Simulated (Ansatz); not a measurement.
The figure comes from a scan of AlN (zinc blende): a phonon pattern at X = (0.5, 0.5, 0.0) is frozen into a 4-atom cell, Q being the largest atomic displacement. Method: r2SCAN (plane waves to 500 eV, PAW, scalar-relativistic; Ansatz, a first-principles code). k mesh 13×13×13 (Γ-centred), Fermi-Dirac smearing 0.05 eV. E stands for the smeared free energy. As the smearing reaches across the gap at some points, energies and forces of such displacements shift with the k mesh and the smearing. AlN was relaxed with its symmetry unable to fall. The PAW data are Ansatz's earlier set. ΔE is measured from the undisplaced structure.

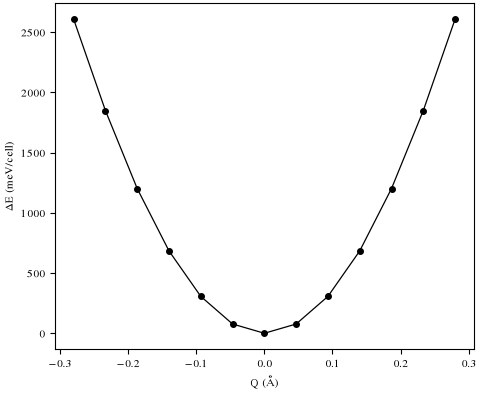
*ΔE (meV/cell) against Q (Å); computed points joined by lines.*

Q: List the plotted points as numbers.

A: To the nearest 50:

```csv
Q (Å),ΔE (meV/cell)
-0.280,2600
-0.233,1850
-0.187,1200
-0.140,700
-0.093,300
-0.047,100
0.000,0
0.047,100
0.093,300
0.140,700
0.187,1200
0.233,1850
0.280,2600
```

(A displaced cell: forces are minus the slopes of the energy, force constants its curvatures, and phonons follow from these.)
